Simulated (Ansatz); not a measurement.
PmI2

Input

```
crystal:
  lattice:
    - [-1.9970671234, 1.9970671234, 7.8201011821]
    - [1.9970671234, -1.9970671234, 7.8201011821]
    - [1.9970671234, 1.9970671234, -7.8201011821]
  atoms:
    - { symbol: I, position: [0.6206154863, 0.6206154863, 0.0] }
    - { symbol: I, position: [0.3793845137, 0.3793845137, 0.0] }
    - { symbol: Pm, position: [0.0, 0.0, 0.0], spin: 5.29 }
basis:
  ecutwfc: 600
  ecutrho_ratio: 5
kpoints:
  mp_grid: { grid: [12, 12, 12] }
  band_path:
    path:
      - [[0.0, 0.0, 0.0], [0.0, 0.0, 0.5], [0.25, 0.25, 0.25], [0.0, 0.5, 0.0], [0.0, 0.0, 0.0], [0.5, 0.5, -0.5], [0.26630424, 0.73369576, -0.26630424]]
      - [[-0.26630424, 0.26630424, 0.26630424], [0.0, 0.0, 0.0]]
      - [[0.0, 0.0, 0.5], [-0.03260848, 0.03260848, 0.5]]
      - [[0.5, 0.5, -0.03260848], [0.5, 0.5, -0.5]]
    npoints: 14
hamiltonian:
  xc: pbe
scf:
  occupations: { method: gaussian, width: 0.05 }
  lower_state_search: "off"
  n_extra_bands: 17
output:
  forces: true
  stress: true
  eigenvalues: true
  populations: true
  hubbard: { sites: [{ species: Pm, l: f }] }
  dos: { projected: true, de: 0.02, nscf_kmesh: { grid: [18, 18, 18] } }
  bader: true
  write_density: true
  write_potential: true
  elf: true
  volumetric_format: npy
magnetization:
  spin_polarized: true
checkpoint:
  read: start.run
  write: ck
  compress: false
  write_wavefunctions: false
  write_every: 100000
```

Run with:

```sh
ansatz run input.yaml --threads 2 --pin off --max-ram 2662MiB --backend cpu --events-out ev --progress --plain --runs-dir out
```

Below, planes, directions and counts refer to the conventional cell (a = 3.99 Å, b = 3.99 Å, c = 15.64 Å, α = 90.00°, β = 90.00°, γ = 90.00°).

Space group I4/mmm; started from the NdI2 prototype, which need not be the ambient phase; the SCF solution may not be the lowest one; no Hubbard U on the f states and no spin–orbit coupling; spin-polarised.

Method: DFT PBE, scalar-relativistic, plane waves, PAW in Ansatz 0.2.0.

Question: What will maps of the valence pseudo-density, electron localisation function and spin density show?

Answer: Pm–I (3.40 Å): ρ is about 0.14 e/Å³ halfway; the ELF peaks at about 0.75 in the valence shell of I, 1.3 Å from its nucleus, and drops to about 0.10 between the two atoms (no localised pair shows between them).
The spin density sits on Pm: +4.8 μB (×2) in one cell of 6 atoms: parallel main moments, as they must be, since the calculation's own cell holds one magnetic site. The cell of the calculation (3 atoms) carries 5.0 μB of net spin moment.
Bader's partition of the density gives I −0.69 and Pm +1.38 e.

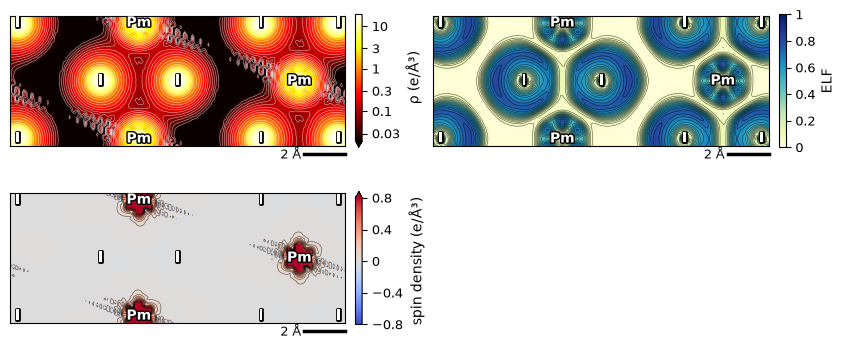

Computed valence pseudo-density, electron localisation function and spin density on the (11̄0) plane of the conventional cell, in this order. 

In a PAW calculation such maps are meaningful between the atoms, not at the nuclei.
